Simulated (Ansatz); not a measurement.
```tsv
atom	x (Å)	y (Å)	z (Å)
C	-1.7820	-1.9783	1.0830
Si	-0.6669	-0.4581	1.0004
C	0.4020	-0.5123	-0.5949
O	0.9209	-1.8580	-0.6221
C	1.5306	0.5297	-0.6354
Si	0.9841	2.3547	-0.6070
H	-2.3530	-2.0130	2.0259
H	-1.1664	-2.8895	1.0069
H	-2.5013	-1.9824	0.2461
H	-1.4844	0.8063	0.9848
H	0.2561	-0.3924	2.1861
H	1.4983	-1.9234	-1.4129
H	-0.2699	-0.3402	-1.4669
H	2.1260	0.3929	-1.5636
H	2.2259	0.3558	0.2069
H	2.1426	3.2282	-0.9960
H	0.5131	2.7778	0.7521
H	-0.1284	2.5857	-1.5900
```

The calculation used RKS PBE-D4/6-31G* (Ansatz 0.2.0).

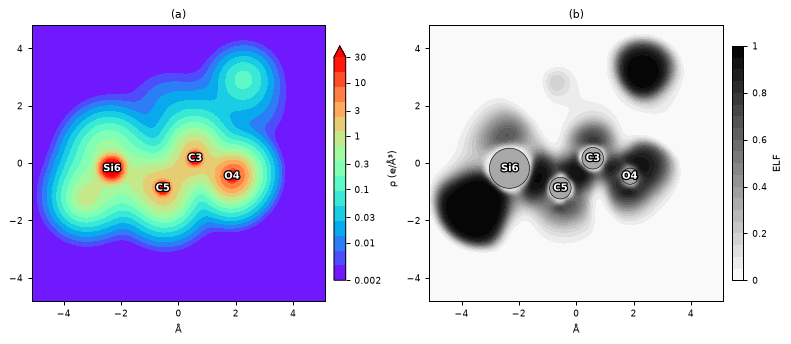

C₃H₁₂OSi₂. (a) electron density; (b) ELF on the plane of atoms C3, C5 and Si6. Grey discs cover the atomic cores in the ELF map.

### What do the fields say about this system?

The section cuts through C, O and Si sites. C–O (1.44 Å): ρ at the midpoint is about 1.9 e/Å³, with its minimum of 1.6 e/Å³ about 0.5 Å from C; the ELF peaks at about 0.85 between the atoms; a polar covalent bond. C–C (1.54 Å): ρ is about 1.6 e/Å³ halfway; the ELF peaks at about 0.95 between the atoms; a shared electron pair. C–Si (1.91 Å): the density is about 0.9 e/Å³ at the midpoint; the ELF peaks at about 0.95 between the atoms: a covalent bond. The ELF also peaks beside O4, away from the bonds: lone-pair regions.
